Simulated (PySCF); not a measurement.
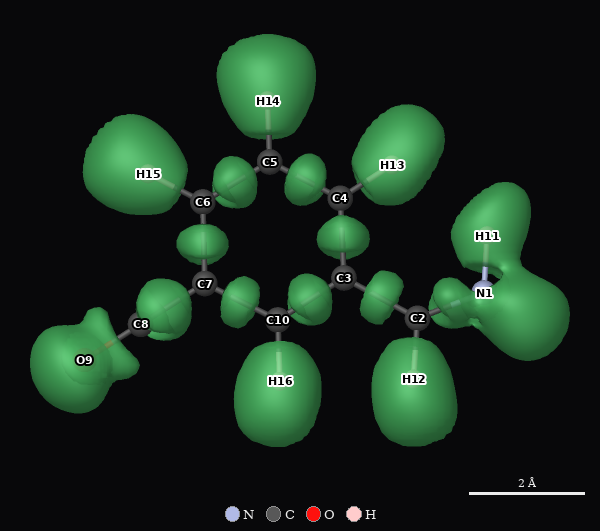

The picture shows: C8H6NO (SMILES [H]/N=C\c1cccc([C]=O)c1) (doublet). Isosurface of the ELF at 0.75 (green), seen across its widest extent. Core shells and regions of very low density are left out.

Geometry: GFN2-xTB.

Method: UKS B3LYP, pcH-1 on C H N O, non-relativistic, mean-field spin-orbit, GIAO (PySCF 2.14.0, density-fitted response routines).

```xyz
16

N    -3.2641   -0.5774    0.1753
C    -2.1041   -1.0209   -0.0220
C    -0.8199   -0.3036   -0.0094
C    -0.7596    1.0931    0.1317
C     0.4735    1.7391    0.1385
C     1.6461    1.0455    0.0182
C     1.6174   -0.3848   -0.1223
C     2.7438   -1.0923   -0.2363
O     3.7260   -1.7137   -0.3374
C     0.3403   -1.0337   -0.1380
H    -3.3220    0.4212    0.3721
H    -2.0343   -2.0870   -0.2268
H    -1.6657    1.6711    0.2258
H     0.5067    2.8135    0.2412
H     2.6006    1.5459    0.0249
H     0.3077   -2.1071   -0.2471
```

Identify the bonds, lone pairs and shells in this picture.

The surface consists of eight regions between bonded C–C atoms (shared pairs), five regions around hydrogen nuclei, one region on O in which the atom's valence shell and bonds are merged and one joined region spread over several atoms (H, N), in which their bonds and any lone pairs are merged. Profiles from the grid: C–O (1.17 Å): the ELF peaks at about 0.85 between the atoms: a multiple bond. C–N (1.26 Å): the ELF peaks at about 0.90 between the atoms: a short, multiple covalent bond.
